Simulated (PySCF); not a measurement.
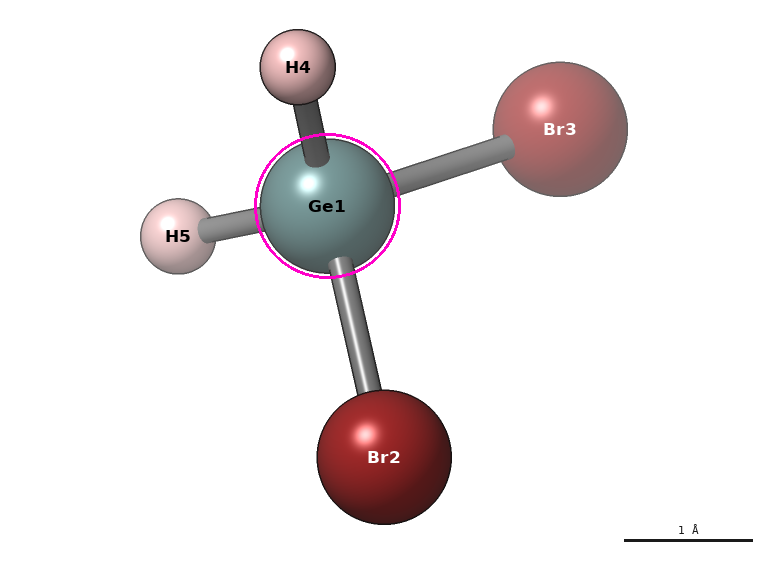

Orthographic view. Atoms fade into the background with distance from the viewer. The computed structure is the end point of a PBE0-D3(BJ)/def2-SVP optimisation. No frequency run is at hand to confirm it as a minimum.

Question: Name the neighbours of the circled atom.

Answer: The circled atom is Ge1; it is bonded to Br2, Br3, H4, H5.

Question: Which two atoms are farthest apart in space?

Answer: Br2 and Br3, 3.75 Å.

Question: Of Ge1 and H4, which is nearer the viewer?

Answer: H4; the bond to Ge1 points away from the viewer, so it looks shorter than its 1.53 Å.
